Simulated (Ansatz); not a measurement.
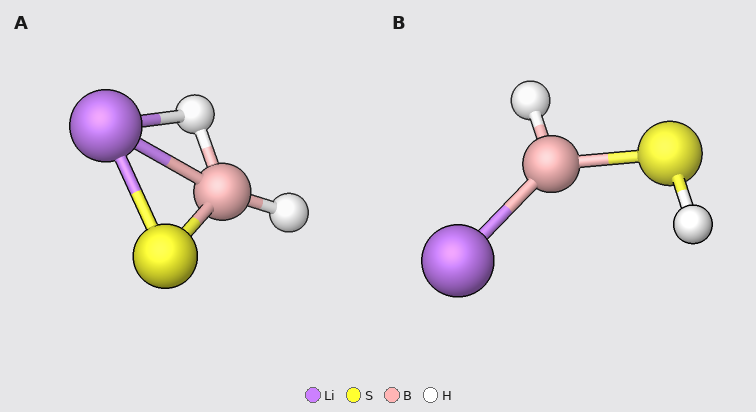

2 stationary structures of one formula. Geometries: PBE-D4/def2-SVP. Electronic energies: PBE-D4/def2-SVP (Ansatz 0.2.0), without zero-point energy. No frequency run is at hand to confirm each as a minimum.

Which structure is the most stable?

A is lowest (Cs); B lies 56.0 kcal/mol above it (Cs).
